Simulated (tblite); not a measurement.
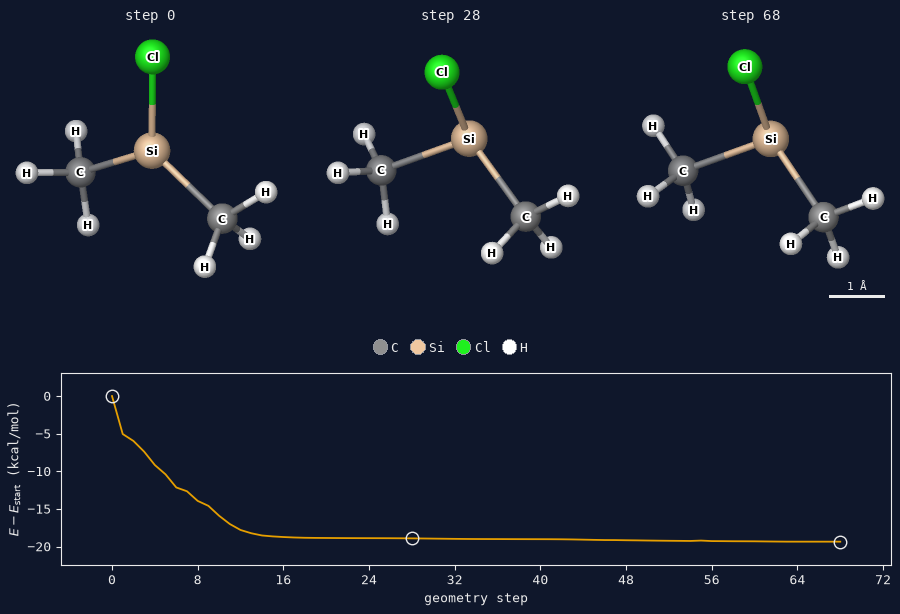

Frames of a relaxation of C2H6ClSi (multiplicity 2), marked on the history of the run. A ball-and-stick model, seen at a tilt.

Method: tblite 0.8.0, GFN2-xTB geometry optimisation, gas phase. 

**Describe the path.**

An H atom moves most after the best rigid fit: 0.60 Å. Largest moves by element: H 0.60 Å, Si 0.58 Å, Cl 0.23 Å, C 0.10 Å. Near-neighbour distances that change, for instance: C–Si 1.800 → 1.906 Å, C–Si 1.833 → 1.905 Å, Cl–Si 2.015 → 2.058 Å, C–H 1.119 → 1.086 Å. Among the angles between lasting bonds that change: C–Si–Cl 121.6° → 108.2°, C–Si–Cl 119.6° → 108.3°, C–Si–C 118.7° → 112.0°. After 68 geometry steps the energy has fallen by 19.4 kcal/mol. The run took 0.24 s on 1 thread of Arm Neoverse V2 (shared host). From step 0 to 28: the Si atom moves most (0.54 Å), energy −18.9 kcal/mol. From step 28 to 68: H atoms move most (0.49 Å), energy −0.44 kcal/mol.

```tsv
step	E − E(0), kcal/mol
0	0.00
1	-5.05
2	-5.97
3	-7.39
4	-9.17
5	-10.41
6	-12.15
7	-12.66
8	-13.94
9	-14.60
10	-15.91
13	-18.24
16	-18.74
19	-18.86
22	-18.88
25	-18.89
28	-18.92
31	-18.97
34	-19.01
37	-19.02
41	-19.03
44	-19.09
47	-19.15
50	-19.21
53	-19.25
56	-19.28
59	-19.30
62	-19.34
65	-19.36
68	-19.36
```
